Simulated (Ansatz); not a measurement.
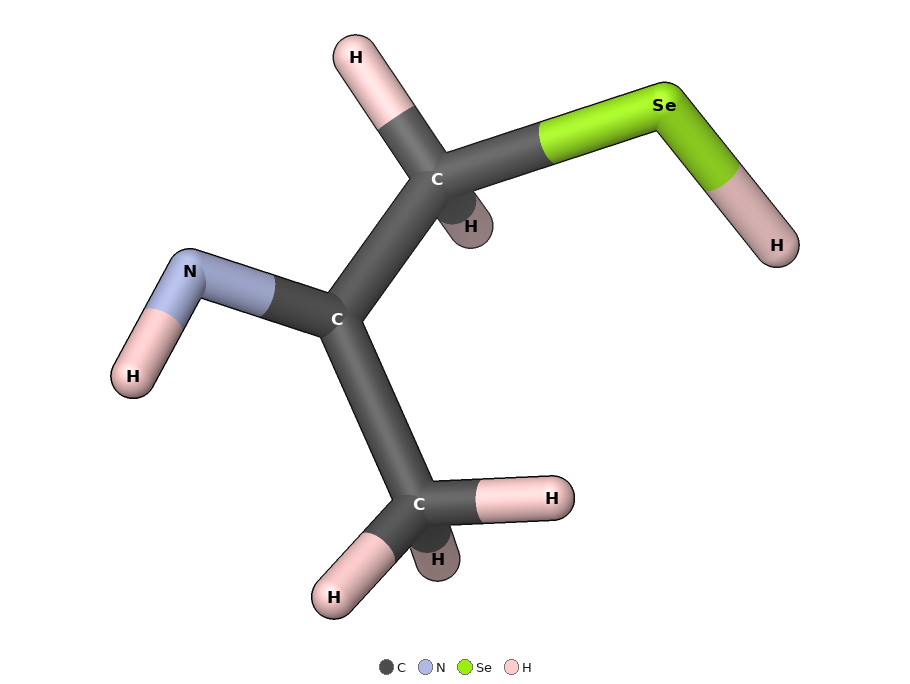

The structure as it stands in the input.

Ansatz 0.2.0 input:

```yaml
crystal:
  periodic: [false, false, false]
  atoms:
    - {symbol: C, position_ang: [-1.246696, 0.406364, 0.126982]}
    - {symbol: C, position_ang: [0.232708, 0.559306, 0.311281]}
    - {symbol: N, position_ang: [0.801412, 1.368803, 1.104132]}
    - {symbol: C, position_ang: [1.114141, -0.319216, -0.522045]}
    - {symbol: Se, position_ang: [1.028569, -2.209607, 0.005988]}
    - {symbol: H, position_ang: [-1.556552, -0.610809, 0.380363]}
    - {symbol: H, position_ang: [-1.798456, 1.107420, 0.753683]}
    - {symbol: H, position_ang: [-1.521639, 0.576564, -0.918516]}
    - {symbol: H, position_ang: [0.111165, 1.915280, 1.619633]}
    - {symbol: H, position_ang: [0.863090, -0.269451, -1.581737]}
    - {symbol: H, position_ang: [2.151883, -0.023610, -0.381678]}
    - {symbol: H, position_ang: [-0.102726, -2.556242, -0.864186]}
basis:
  gaussian: {orbitals: def2-SVPD}
hamiltonian: {xc: {name: SVWN5}}
accuracy: high
```

Command:

```sh
ansatz run in.yaml --threads 4 --pin off --events-out ev --progress --plain --max-ram 10444MiB
```

Output:

```
Functional definition: SVWN5
  name "SVWN5"
  cite "Dirac, Proc. Camb. Phil. Soc. 26, 376 (1930) doi:10.1017/S0305004100016108"
  cite "Slater, Phys. Rev. 81, 385 (1951) doi:10.1103/PhysRev.81.385"
  cite "Vosko, Wilk & Nusair, Can. J. Phys. 58, 1200 (1980) doi:10.1139/p80-159"
  exchange = slater_x
  correlation = vwn5_c
3565 factors; integrals over basis functions are off by at most 4.8e-9 eV
mean field evaluation 1: about -69904.8845 eV, gradient 7.5e1 eV
mean field evaluation 2: about -69816.2352 eV, gradient 1.6e2 eV
mean field evaluation 4: about -69915.7573 eV, gradient 3.0e1 eV
mean field evaluation 8: about -69918.3488 eV, gradient 1.2e0 eV
mean field evaluation 16: about -69918.3488 eV, gradient 3.5e-4 eV
mean field -69918.34881543 eV, -2569.4519266080 hartree, gradient 7.3e-8 eV, S^2 0.000000; 0 other end points of the search recorded, 0 dependent functions left out
reference -69918.34882064 eV, -2569.4519267995 hartree; 33, 33 occupied and 144, 144 virtual orbitals, 3565 factors
Total energy: -69918.34882064 eV, -2569.4519267995 hartree
```

Self-consistency was reached.
